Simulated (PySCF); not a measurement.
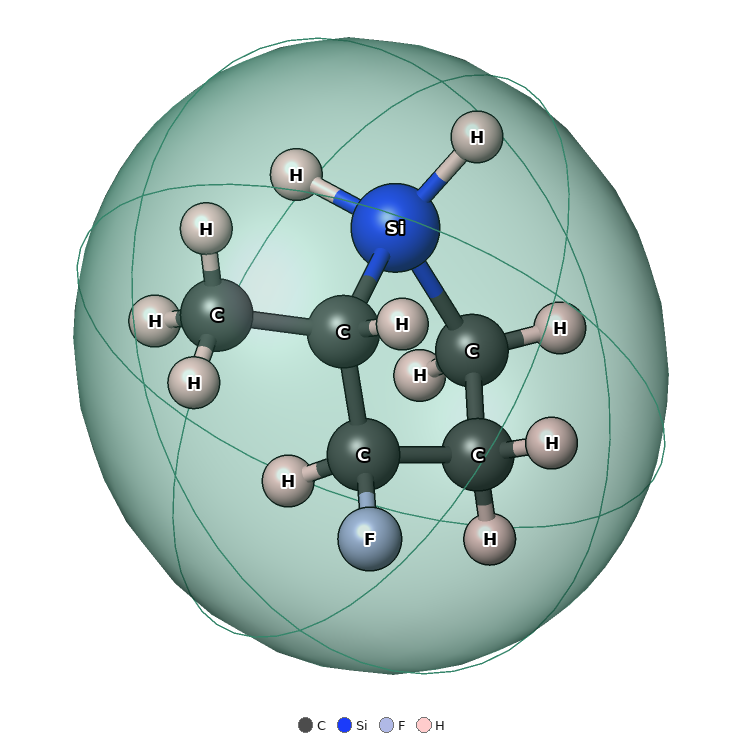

The ellipsoid shows the static dipole polarisability: its half-axes are proportional to the principal values. The geometry was computed by an optimisation with GFN2-xTB. No frequency run is at hand to confirm it as a minimum. Method: CAM-B3LYP/def2-SVPD (PySCF 2.14.0).

Give the principal values, the mean and the anisotropy.

Principal values 72.7, 87.6, 88.3 bohr³; mean 82.9 bohr³ (12.28 Å³); anisotropy 15.2 bohr³, so the longest axis is 1.21 times the shortest.

The geometry is semi-empirical. Around Si such bond lengths and angles can be off by a tenth of an ångström or more and by several degrees, and values that hang on the shape move with them.
